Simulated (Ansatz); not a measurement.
# GaH3 (SMILES [GaH3]): BLYP/def2-TZVPPD

What is the vertical singlet–triplet gap of GaH3 at BLYP/def2-TZVPPD? 

The calculation is run with Ansatz 0.2.0.

27 further runs of the same task are left out: 3 that didn't finish, 24 set aside as unsound or not needed. Runs told in other sessions of the task aren't counted.

## (1) The structure to begin with

GaH3 has 4 atoms, charge 0, and is taken as a singlet. As SMILES, `[GaH3]`. The coordinates come from a PBE0-D4/def2-TZVP relaxation.

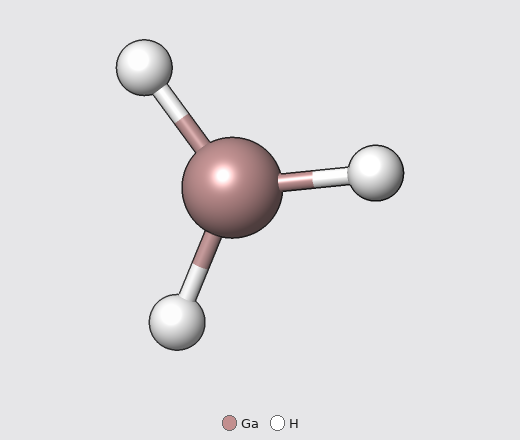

The structure, seen from a chosen angle (gallium pink, hydrogen white).

## (2) The energy at BLYP/def2-TZVPPD

run.yaml

```yaml
crystal:
  periodic: [false, false, false]
  atoms:
    - symbol: Ga
      position_ang: [0.013400, -0.014900, -0.004600]
    - symbol: H
      position_ang: [1.252400, 0.343800, 0.887700]
    - symbol: H
      position_ang: [-0.552100, -1.477800, -0.009700]
    - symbol: H
      position_ang: [-0.658400, 1.088700, -0.893700]
basis:
  gaussian: {orbitals: def2-TZVPPD.json}
magnetization: {spin_polarized: false, initial_magnetization: 0}
hamiltonian: {xc: {name: BLYP}}
accuracy: high
output: {orbitals: {seedname: orbitals}}
```

The basis set def2-TZVPPD is read from a file made from the Basis Set Exchange's data (not shown).

On the command line:

```sh
$ ansatz run run.yaml --threads 1 --pin off --max-ram 3480MiB --events-out events.jsonl --progress --plain --runs-dir runs
```

Standard output:

```text
Warning: RAYON_NUM_THREADS=1 ignored (pool sized by the plan → 1); use --threads N
Functional definition: BLYP
  name "BLYP"
  parameter beta = 0.0042
  parameter a = 0.04918
  parameter b = 0.132
  parameter c = 0.2533
  parameter d = 0.349
  exchange = b88_x(beta = beta)
  correlation = lyp_c(a = a, b = b, c = c, d = d)
1581 factors; integrals over basis functions are off by at most 4.3e-9 eV
mean field evaluation 1: about -52425.9220 eV, gradient 3.8e1 eV
mean field evaluation 2: about -52425.2561 eV, gradient 5.6e1 eV
mean field evaluation 4: about -52427.7302 eV, gradient 1.9e-1 eV
mean field evaluation 8: about -52427.7263 eV, gradient 1.2e-2 eV
mean field evaluation 16: about -52427.7263 eV, gradient 2.8e-8 eV
mean field -52427.72628223 eV, -1926.6834040825 hartree, gradient 3.0e-8 eV, S^2 0.000000; 0 other end points of the search recorded, 0 dependent functions left out
reference -52427.72632702 eV, -1926.6834057286 hartree; 17, 17 occupied and 88, 88 virtual orbitals, 1581 factors
Total energy: -52427.72632702 eV, -1926.6834057286 hartree
```

It took 7.2 s on 1 thread of Arm Neoverse N1, shared host; peak memory 0.2 GiB.

## (3) The triplet

job.yaml

```yaml
crystal:
  periodic: [false, false, false]
  atoms:
    - symbol: Ga
      position_ang: [0.013400, -0.014900, -0.004600]
    - symbol: H
      position_ang: [1.252400, 0.343800, 0.887700]
    - symbol: H
      position_ang: [-0.552100, -1.477800, -0.009700]
    - symbol: H
      position_ang: [-0.658400, 1.088700, -0.893700]
basis:
  gaussian:
    orbitals: def2-TZVPPD.json
magnetization:
  spin_polarized: true
  initial_magnetization: 2
hamiltonian:
  xc: {name: BLYP}
accuracy: high
output: {orbitals: {seedname: orbitals}}
```

The basis set def2-TZVPPD is read from a file made from the Basis Set Exchange's data (not shown).

On the command line:

```sh
$ ansatz run job.yaml --threads 1 --pin off --max-ram 3480MiB --events-out events.jsonl --progress --plain --runs-dir runs
```

Standard output (excerpt; [...] marks lines left out):

```text
Warning: RAYON_NUM_THREADS=1 ignored (pool sized by the plan → 1); use --threads N
[... 9 set-up lines as earlier in the session ...]
1581 factors; integrals over basis functions are off by at most 4.3e-9 eV
mean field evaluation 1: about -52421.6608 eV, gradient 2.6e1 eV
mean field evaluation 2: about -52418.3373 eV, gradient 4.2e1 eV
mean field evaluation 4: about -52421.9803 eV, gradient 1.0e1 eV
mean field evaluation 8: about -52422.7214 eV, gradient 5.5e0 eV
mean field evaluation 16: about -52423.0744 eV, gradient 3.3e-4 eV
mean field evaluation 32: about -52423.0742 eV, gradient 2.0e-2 eV
mean field evaluation 64: about -52423.0356 eV, gradient 3.4e-1 eV
mean field -52423.07438252 eV, -1926.5124499214 hartree, gradient 1.6e-8 eV, S^2 2.003227; 4 other end points of the search recorded, 0 dependent functions left out
reference -52423.07442634 eV, -1926.5124515319 hartree; 18, 16 occupied and 87, 89 virtual orbitals, 1581 factors
Total energy: -52423.07442634 eV, -1926.5124515319 hartree
```

Wall time 40 s (1 thread of Arm Neoverse N1, shared host); peak memory 0.27 GiB.

## (4) Outcome

At BLYP/def2-TZVPPD:

| quantity | value |
| --- | --- |
| singlet: total energy | -1926.68341 Eh |
| singlet: HOMO energy | -7.27 eV |
| singlet: LUMO energy | -2.64 eV |
| singlet: HOMO–LUMO gap | 4.63 eV |
| triplet: total energy | -1926.51245 Eh |
| triplet: HOMO energy (highest over α and β) | -3.16 eV |
| triplet: ⟨S²⟩ | 2.003 |
| vertical energy of the triplet above the singlet | 4.652 eV |

**Reading.** At this shape the triplet lies 4.65 eV (449 kJ/mol) above the singlet.
